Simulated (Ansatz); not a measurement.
# [NO2]− (nitrite): wB97M-V/STO-3G

Aim: the energy change on altering one bond length of [NO2]− (nitrite) at wB97M-V/STO-3G, from 2 runs. 

The results are computed with Ansatz 0.2.0.

13 further runs of the same task are left out: 11 that didn't finish, 2 set aside as unsound or not needed.

**1. The system as given**

[NO2]− has 3 atoms, charge -1, and is taken as a singlet. As SMILES, `O=N[O-]`. The shape is that of a PBE0-D4/def2-TZVPD optimisation.

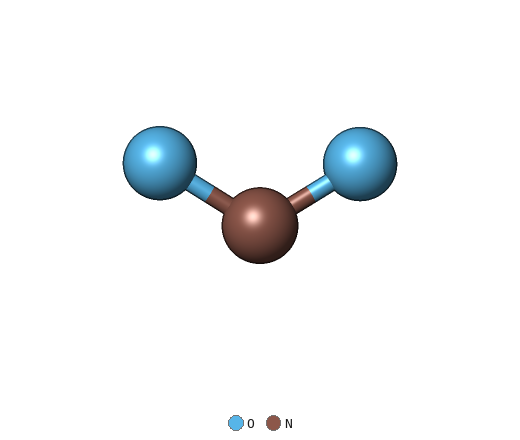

Viewed from a chosen angle; oxygen blue, nitrogen brown.

**2. A single-point energy at wB97M-V/STO-3G**

The input, run.yaml:

```yaml
crystal:
  periodic: [false, false, false]
  atoms:
    - symbol: O
      position_ang: [0.322840, 0.992650, 0.287620]
    - symbol: "N"
      position_ang: [0.325750, -0.245400, 0.151990]
    - symbol: O
      position_ang: [-0.648590, -0.747260, -0.439610]
basis:
  gaussian:
    orbitals: STO-3G
total_charge: -1
hamiltonian:
  xc: {name: wB97M-V}
accuracy: high
```

Launch:

```sh
$ ansatz run run.yaml --threads 1 --pin off --max-ram 3480MiB --events-out events.jsonl --progress --plain --runs-dir runs
```

Log:

```text
Warning: RAYON_NUM_THREADS=1 ignored (pool sized by the plan → 1); use --threads N
Functional definition: wB97M-V
  name "wB97M-V"
  parameter omega = 0.3/bohr
  parameter cx = 0.15
  parameter cx01 = 1.007
  parameter cx10 = 0.259
  parameter css00 = 0.443
  parameter css04 = -1.437
  parameter css10 = -4.535
  parameter css20 = -3.390
  parameter css43 = 4.278
  parameter cos00 = 1.000
  parameter cos10 = 1.358
  parameter cos20 = 2.924
  parameter cos21 = -8.812
  parameter cos60 = -1.390
  parameter cos61 = 9.142
  parameter b = 6.0
  parameter c = 0.01
  gx(w, u) = 1 - cx + cx01*u + cx10*w
  gss(w, u) = css00 + css04*u^4 + css10*w + css20*w^2 + css43*w^4*u^3
  gos(w, u) = cos00 + cos10*w + (cos20 + cos21*u)*w^2 + (cos60 + cos61*u)*w^6
  exchange = spin_sum(e_x_unif_sr(omega)*gx(b97_w, b97_u_x)) + cx*exact_x_sr(omega) + exact_x_lr(omega)
  correlation = spin_sum(e_c_pw_mod_same_spin*gss(b97_w, b97_u_same))
      + integral(e_c_pw_mod_opposite_spin*gos(b97_w_opposite, b97_u_opposite)) + vv10(b, c)
252 factors; integrals over basis functions are off by at most 3.8e-8 eV
114 factors; integrals over basis functions are off by at most 6.8e-10 eV
mean field evaluation 1: about -5497.9671 eV, gradient 3.1e1 eV
mean field evaluation 2: about -5499.0886 eV, gradient 2.5e1 eV
mean field evaluation 4: about -5500.6721 eV, gradient 9.3e-2 eV
mean field evaluation 8: about -5500.6669 eV, gradient 1.1e-3 eV
mean field evaluation 16: about -5500.6669 eV, gradient 1.3e-8 eV
mean field -5500.66692239 eV, -202.1457809118 hartree, gradient 1.3e-8 eV, S^2 0.000000; 0 other end points of the search recorded, 0 dependent functions left out
reference -5500.66692323 eV, -202.1457809429 hartree; 12, 12 occupied and 3, 3 virtual orbitals, 252 factors
Total energy: -5500.66692323 eV, -202.1457809429 hartree
```

It took 11 s on 1 thread of Arm Neoverse V1, shared host; peak memory 0.2 GiB.

**3. The distorted shape, same level**

The input, job.yaml:

```yaml
crystal:
  periodic: [false, false, false]
  atoms:
    - {symbol: O, position_ang: [0.566397, 1.118101, 0.435503]}
    - {symbol: N, position_ang: [0.569307, -0.119949, 0.299873]}
    - {symbol: O, position_ang: [-0.648590, -0.747260, -0.439610]}
basis:
  gaussian:
    orbitals: STO-3G
total_charge: -1
hamiltonian:
  xc: {name: wB97M-V}
accuracy: high
```

Launch:

```sh
$ ansatz run job.yaml --threads 1 --pin off --max-ram 3480MiB --events-out events.jsonl --progress --plain --runs-dir runs
```

Log, cut to the lines that bear on the results:

```text
Warning: RAYON_NUM_THREADS=1 ignored (pool sized by the plan → 1); use --threads N
[... 2 set-up lines as earlier in the session ...]
[...]
  gx(w, u) = 1 - cx + cx01*u + cx10*w
  gss(w, u) = css00 + css04*u^4 + css10*w + css20*w^2 + css43*w^4*u^3
  gos(w, u) = cos00 + cos10*w + (cos20 + cos21*u)*w^2 + (cos60 + cos61*u)*w^6
[...]
      + integral(e_c_pw_mod_opposite_spin*gos(b97_w_opposite, b97_u_opposite)) + vv10(b, c)
251 factors; integrals over basis functions are off by at most 4.2e-8 eV
117 factors; integrals over basis functions are off by at most 5.5e-10 eV
[...]
mean field -5500.17797030 eV, -202.1278122539 hartree, gradient 3.5e-8 eV, S^2 0.000000; 0 other end points of the search recorded, 0 dependent functions left out
reference -5500.17797118 eV, -202.1278122862 hartree; 12, 12 occupied and 3, 3 virtual orbitals, 251 factors
Total energy: -5500.17797118 eV, -202.1278122862 hartree
```

Run time: 11 s. Hardware: 1 thread of Arm Neoverse V1, shared host; peak memory 0.2 GiB.

**4. Results**

At wB97M-V/STO-3G:

| quantity | value |
| --- | --- |
| first shape: total energy | -202.14578 Eh |
| distorted shape: total energy | -202.12781 Eh |
| energy change with the N2–O3 bond stretched from 1.245 to 1.557 Å | 0.489 eV |

What this shows: With the N2–O3 bond stretched from 1.245 to 1.557 Å the energy rises by 0.49 eV (47.2 kJ/mol). The first shape isn't relaxed at this level, so the change isn't measured from a minimum. The minimal basis adds a large error of its own.
